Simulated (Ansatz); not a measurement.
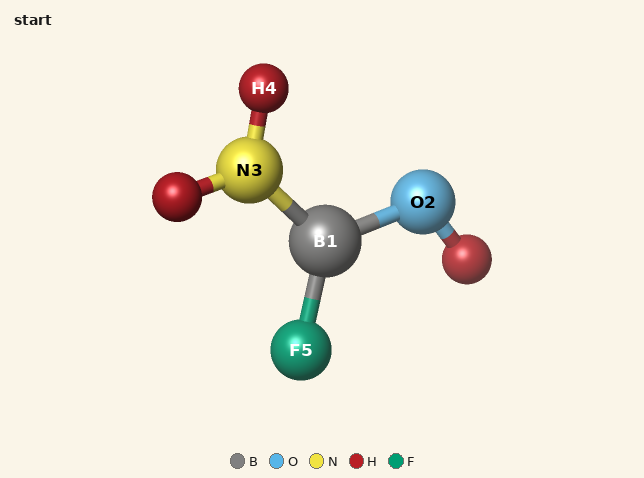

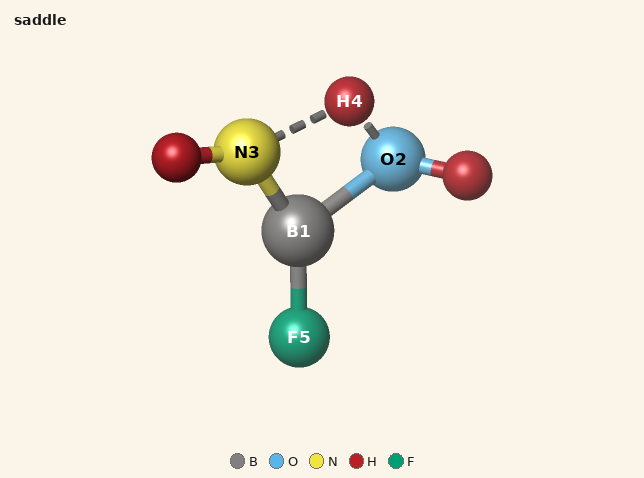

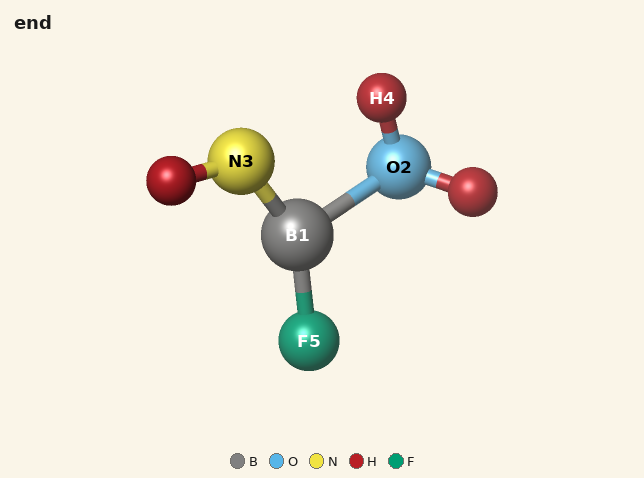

A saddle point and the two end points reached downhill from it. Broken sticks mark bonds that form or break. The species is neutral and a spin singlet. Geometries: PBE0-D4/def2-TZVP; all other levels are single points on them, and energies count from the start as drawn. Program: Ansatz 0.2.0. In CBS estimates cores are frozen, and CCSD(T) − MP2 is taken in the smaller basis.

Which bonds form and which break from start to end?

Answer. Formed: O2–H4; broken: N3–H4. At the saddle point O2···H4 is 1.08 Å, N3···H4 is 1.55 Å.

Give the electronic barrier and the reaction energy from start to end in kcal/mol (no zero-point energy) with CCSD(T)/CBS (MP2 limit from def2-TZVPP and def2-QZVPP plus CCSD(T) − MP2); BLYP-D4/def2-TZVPP; ωB97X-V/def2-TZVPP.

| level | barrier | reaction energy |
| --- | --- | --- |
| CCSD(T)/CBS (MP2 limit from def2-TZVPP and def2-QZVPP plus CCSD(T) − MP2) | 72.9 | +69.4 |
| BLYP-D4/def2-TZVPP | 68.6 | +66.2 |
| ωB97X-V/def2-TZVPP | 73.6 | +70.8 |
